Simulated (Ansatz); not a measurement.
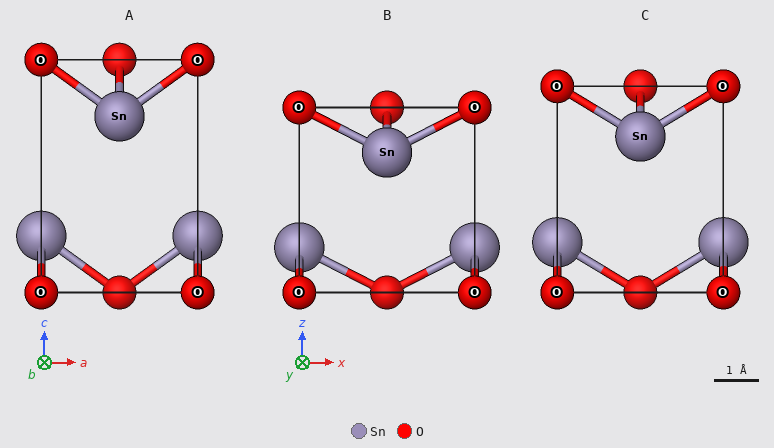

Energy scan for solid SnO (P4/nmm), in which the ratio of the cell's length along z to its lengths across, counted as 1 for the reference, is changed at fixed volume (a c/a path), with the atoms kept at their fractional coordinates. x, y and z are the Cartesian axes of the input. A ball-and-stick model of the cell of the calculation, repeated 1 × 2 × 1 with one cell outlined, seen along the b axis.

These are results of DFT PBE+D3(BJ), scalar-relativistic, plane waves, PAW in Ansatz 0.2.0, not measurements. Set-up: plane-wave cutoff 420 eV; k-point mesh 14 × 14 × 12; occupations gaussian; smearing width 0.15 eV; no spin polarisation. Energies (free energies at the smearing named) are counted from the relaxed crystal.

Rank the frames from lowest to highest energy.

Answer. Lowest first: C (the relative ratio 1.00, 0.0 meV/atom), B (the relative ratio 0.85, 59.1 meV/atom), A (the relative ratio 1.20, 106.5 meV/atom). Over the whole scan: of the computed points the lowest is at the relative ratio 1.00, 0.0 meV/atom. The end points stand at 59.1 meV/atom (0.85) and 106.5 meV/atom (1.20). The distortion keeps the space group P4/nmm. At the relative ratio 1.20 the cell of the drawing goes a 3.837 → 3.611 Å, b 3.837 → 3.611 Å, c 4.762 → 5.378 Å.
